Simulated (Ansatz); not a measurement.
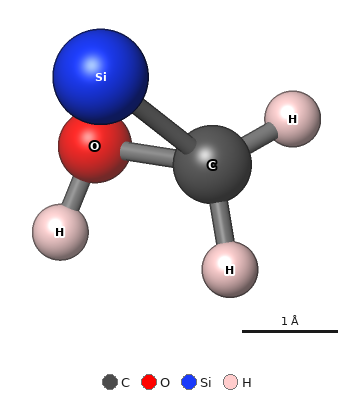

Fig. 1: The input geometry (ball-and-stick view, seen at a tilt). Bond lengths as drawn: C–H 1.11 to 1.12 Å, C–O 1.48 Å, C–Si 1.93 Å and H–O 0.99 Å.

Phonon calculation of CH3OSi (charge −1)

- system: CH3OSi, charge −1
- method: RKS LDA/def2-TZVP (Ansatz 0.2.0)

It belongs to a series of runs on one base structure; here: vibrations at the highest image of the band.

Input file
```yaml
crystal:
  periodic: [false, false, false]
  atoms:
    - { symbol: C, position_ang: [0.059989, 0.044898, -0.519378] }
    - { symbol: O, position_ang: [-0.494746, -0.30749, 0.804189] }
    - { symbol: Si, position_ang: [-0.410079, 1.756257, 0.242986] }
    - { symbol: H, position_ang: [-0.525703, -0.464116, -1.306671] }
    - { symbol: H, position_ang: [1.103289, -0.365491, -0.540214] }
    - { symbol: H, position_ang: [0.267259, -0.664076, 1.319098] }
total_charge: -1
basis:
  gaussian: { orbitals: def2-TZVP }
hamiltonian:
  xc: lda
phonons: {}
```

Machine: 2 threads of Intel Xeon (Sapphire Rapids), 16 GiB of memory available, shared host.

Launched with:
```bash
ansatz run input.yaml --threads 2 --pin off --max-ram 3072MiB --backend cpu --events-out ev --progress --plain --runs-dir out
```

Output
```
Engine: ansatz 0.2.0, x86_64-unknown-linux-gnu
Functional definition: SPW92
  exchange = slater_x
  correlation = pw_c
715 factors; their error is unknown
mean field evaluation 1: about -10948.7291 eV, gradient 3.8e1 eV
mean field evaluation 2: about -10918.8699 eV, gradient 1.0e2 eV
mean field evaluation 4: about -10948.5353 eV, gradient 2.7e1 eV
mean field evaluation 8: about -10952.4708 eV, gradient 1.9e0 eV
mean field evaluation 16: about -10952.4891 eV, gradient 5.1e-1 eV
mean field evaluation 32: about -10952.2740 eV, gradient 2.2e0 eV
mean field -10952.49210854 eV, -402.4966611230 hartree, gradient 5.5e-5 eV, S^2 0.000000; 4 other end points of the search recorded, 0 dependent functions left out
the calculation of the forces begins
reference -10952.49213731 eV, -402.4966621804 hartree; 16, 16 occupied and 101, 101 virtual orbitals, 715 factors
these checks for a lower state are left out or cut short: stability, starts, cluster_reference, orbital_swaps, neighbouring_geometries, increment
715 factors; their error is unknown
mean field -10952.49198666 eV, -402.4966566440 hartree, gradient 2.3e-6 eV, S^2 0.000000; 0 other end points of the search recorded, 0 dependent functions left out
[... from here on the field's lines of each further geometry are left out, up to the last ...]
the calculation of the forces begins
reference -10952.49209681 eV, -402.4966606921 hartree; 16, 16 occupied and 101, 101 virtual orbitals, 715 factors
these checks for a lower state are left out or cut short: stability, starts, cluster_reference, orbital_swaps, neighbouring_geometries, increment
715 factors; their error is unknown
mean field evaluation 288: about -10952.5104 eV, gradient 3.7e-1 eV
mean field -10952.49206835 eV, -402.4966596463 hartree, gradient 2.2e-6 eV, S^2 0.000000; 0 other end points of the search recorded, 0 dependent functions left out
the calculation of the forces begins
reference -10952.49209714 eV, -402.4966607043 hartree; 16, 16 occupied and 101, 101 virtual orbitals, 715 factors
WARN: phonons: modes at or below zero, which the zero-point energy, F, S and C_V leave out: 1, the lowest at -781.45 cm⁻¹. A minimum has none, and a first-order saddle one
Total energy: -10952.49213731 eV, -402.4966621804 hartree
Atom 0 at     0.059989     0.044898    -0.519378 Å, force    -0.000802     0.000824     0.001055 eV/Å
Atom 1 at    -0.494746    -0.307490     0.804189 Å, force     0.000217    -0.000381    -0.000305 eV/Å
Atom 2 at    -0.410079     1.756257     0.242986 Å, force     0.000529    -0.000605    -0.000356 eV/Å
Atom 3 at    -0.525703    -0.464116    -1.306671 Å, force    -0.000095    -0.000253    -0.000316 eV/Å
Atom 4 at     1.103289    -0.365491    -0.540214 Å, force     0.000285     0.000150     0.000009 eV/Å
Atom 5 at     0.267259    -0.664076     1.319098 Å, force    -0.000134     0.000265    -0.000086 eV/Å
Dipole moment:     0.352019    -1.080819    -0.003682 e Å
Vibrations: -781.45 241.36 594.83 678.88 858.07 962.99 1076.41 1137.50 1390.74 2664.48 2901.10 3073.99 cm⁻¹, zero-point energy 0.965859 eV
```

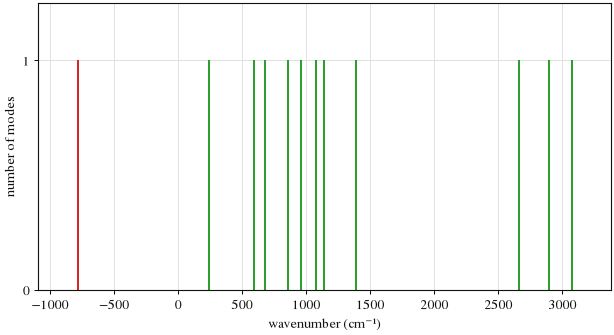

Fig. 2: Harmonic vibrational wavenumbers from the force constants; neighbouring modes closer than 18 cm⁻¹ are counted in one stick, and imaginary ones are drawn at negative wavenumbers. 12 modes from 781i to 3074 cm⁻¹, 1 imaginary beyond 8i (781i cm⁻¹): a first-order saddle point, if the geometry is stationary.

Results in brief

| quantity | value |
| --- | --- |
| outcome | converged |
| total energy | −10952.4921 eV |
| mean-field energy | −10952.4921 eV |
| largest force (length of the vector) | 0.002 eV/Å |
| wall time | 17 s (CPU time 30 s) |
| peak memory | 0.19 GiB |
